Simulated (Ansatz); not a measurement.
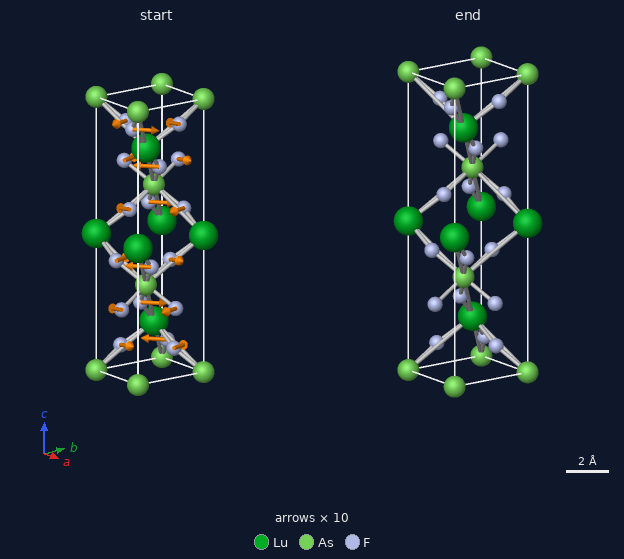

The structure of crystalline LuAsF₆ (built on the MgTiF6-148 type type) before (left) and after (right) a relaxation, at one scale. The orange arrows give the displacements (the part carried along by the change of the cell is left out), 10 times their true length.

Style: ball-and-stick. Shown: the conventional cell (3 times the calculation's cell), slightly off an axis. Lengths and directions refer to the drawn axes.

All numbers below come from Ansatz, DFT, PBEsol, plane waves, PAW.

Input file:
```yaml
crystal:
  lattice:
    - [2.59468607, 1.4980427, 4.42134335]
    - [-2.59468607, 1.4980427, 4.42134335]
    - [0.0, -2.9960854, 4.42134335]
  atoms:
    - { symbol: Lu, position: [0.5, 0.5, 0.5] }
    - { symbol: As, position: [0.0, 0.0, 0.0] }
    - { symbol: F, position: [0.67161765, 0.84245558, 0.24224433] }
    - { symbol: F, position: [0.84245558, 0.24224433, 0.67161765] }
    - { symbol: F, position: [0.75775567, 0.32838235, 0.15754442] }
    - { symbol: F, position: [0.15754442, 0.75775567, 0.32838235] }
    - { symbol: F, position: [0.32838235, 0.15754442, 0.75775567] }
    - { symbol: F, position: [0.24224433, 0.67161765, 0.84245558] }
kpoints:
  mp_grid: { grid: [6, 6, 6] }
hamiltonian:
  xc: pbesol
scf:
  occupations: { method: fermi_dirac, width: 0.03 }
relax:
  f_tol: 0.01
  cell: {}
  max_steps: 120
```

Run as
```bash
ansatz run input.yaml --threads 4 --pin off --max-ram 4608MiB --backend cpu --events-out ev --progress --plain --runs-dir out
```

Summarise the run.

The energy falls by 3.412 eV per cell of the calculation in 19 accepted moves (26 points after the start). Largest force component: 1.6 eV/Å at the start, 0.00047 eV/Å at the end. Pressure: 43.98 GPa at the start and 0.00 GPa at the end. The line search rejected the trial step at point 19 of the run. The SCF was repeated 6 times at an unchanged geometry on a basis and grid sized afresh for the cell, which shifted the energy by 0.157 eV per cell of the calculation at most. The largest moves relative to the cell, 0.13 Å, are those of F3, F4, F5, F6, F7 and F8. F8 goes roughly along [−1 −1 0]. As and Lu stay in place. The drawn cell changes as follows: a = b 5.189 → 5.772 Å (+11.2 %), c 13.264 → 14.479 Å (+9.2 %); the volume changes by +35.0 %. Near-neighbour distances that change, for instance: Lu1–As2 3.723 → 4.114 Å, As2–F3 1.863 → 2.048 Å, Lu1–F3 1.965 → 2.130 Å. Among the angles between lasting bonds that change: Lu1–F4–As2 153.2° → 159.9°. The space group stays R-3 (No. 148).
